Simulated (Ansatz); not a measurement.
Cost and result by functional for the adsorption energy of CO on the 1x1 (110) surface of bcc Mo, one in a 2x2 cell, started at the site 'hollow Mo-Mo-Mo', in Ansatz (plane waves, PAW). Single points on the PBE structure, on one kind of machine; costs are rough ratios of the slab run's core time (references not counted) to the cheapest single point. r2SCAN's cost holds its higher cutoff (500 against 420 eV). Differences are taken against r2SCAN for comparison alone: no measured value is at hand, so the table doesn't rank accuracy.

Set-up: 18 atoms, 6.5 Å thick at the start under the adsorbate (thin: gaps and levels are the slab's own); mesh 6x6x1; 0.1 eV smearing; dipole correction on; 8 atoms held, the rest relaxed; held to the start's symmetry, so lower structures may exist; no spin, no spin-orbit, no U, no dispersion correction. At the end it is bonded to 3 Mo. In PBE it is, or lies within 0.03 eV of, the lowest of the starts that converged. These notes are the PBE run's. Adsorption energies are against CO(g). A negative adsorption energy means that the adsorbate is more stable on the surface than in its reference.

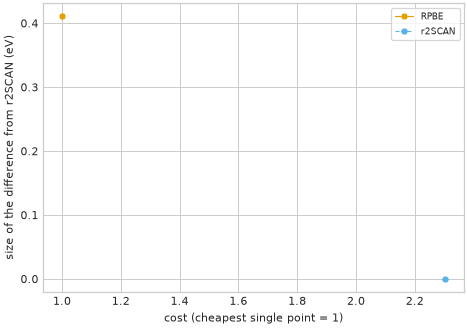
Figure. Difference from r2SCAN against cost

| functional | relative cost | adsorption energy (eV) | less r2SCAN (eV) |
|---|---|---|---|
| RPBE | 1 | -1.48 | 0.41 |
| r2SCAN | 2 | -1.89 | 0.00 |
| PBE (the relaxed run's value) | – | -1.79 | 0.10 |

The values span 0.41 eV, while the single points' costs differ by a factor of roughly 2. Differences are of unrounded values.

Ansatz is a program for electronic structure.
